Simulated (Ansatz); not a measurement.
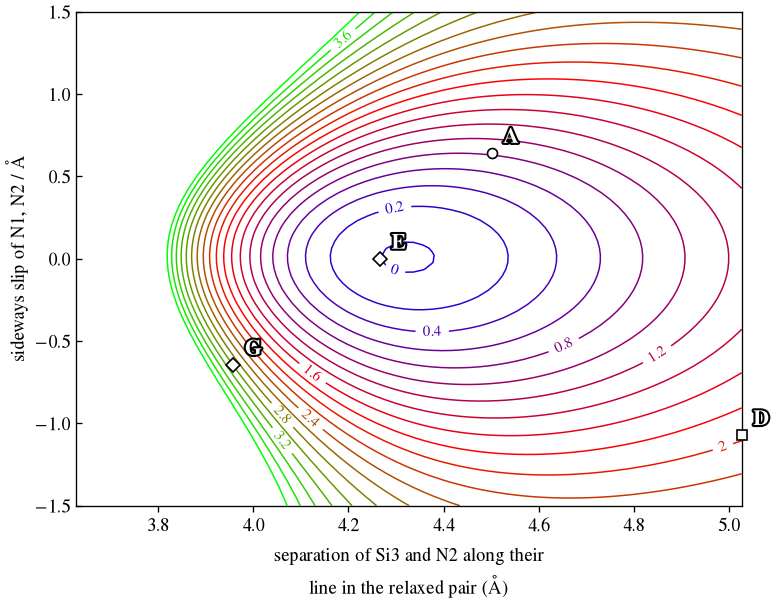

The pair N₂···H₄Si. 
- The first coordinate is: separation of Si3 and N2 along their line in the relaxed pair; the second: sideways slip of N1, N2.
- Nothing is relaxed (both partners rigid).
- Grid: 15 × 15 points.
- Points are written as (first, second).
- Energies: meV, counted from the lowest grid point.
- All numbers below come from RHF/def2-TZVPD in Ansatz.

The picture shows contour lines labelled in meV (none above 3.8), lettered points. Between grid points the surface is interpolated.

Is G the lowest point of the computed grid?

Answer. No. G lies 3.0 meV above the lowest grid point, which is at (4.381 Å, 0.000 Å).

What kind of point is each of A, E, G: minimum, saddle, maximum or slope?

Answer. A: on a slope; E: minimum; G: on a slope. (In these two coordinates alone; a stationary point may lie a little off the grid point.)
